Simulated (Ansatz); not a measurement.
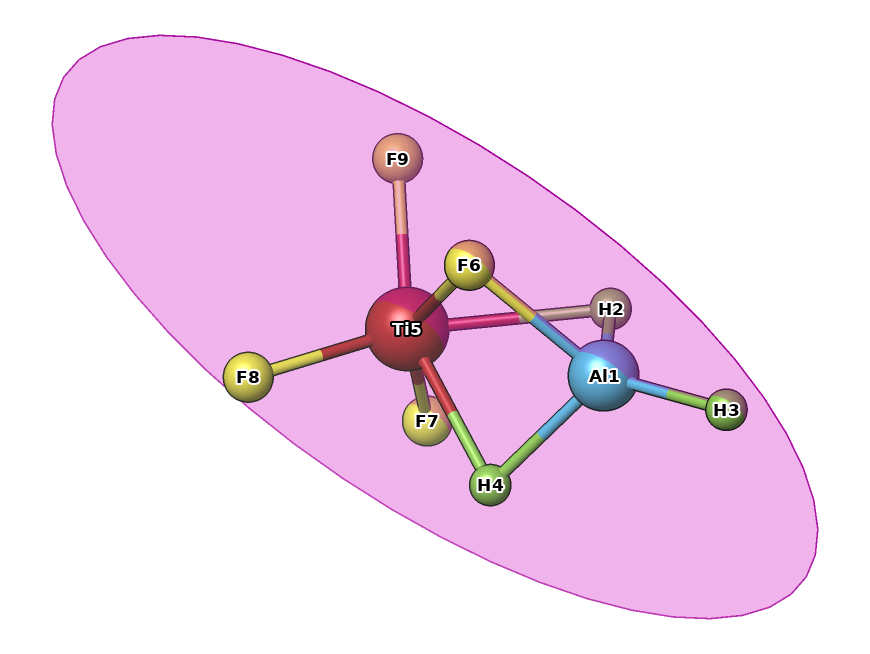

A disc through the centre of mass is drawn in. Atoms fade into the background with distance from the viewer. Charge 0, singlet. The geometry was computed by an optimisation with PBE0-D4/def2-TZVP.

Is the plane of the disc a mirror plane of the structure?

Yes. The reflection leaves Al1, H3, Ti5, F6, F7 in place and moves H2 ↔ H4; F8 ↔ F9. The point group is Cs.
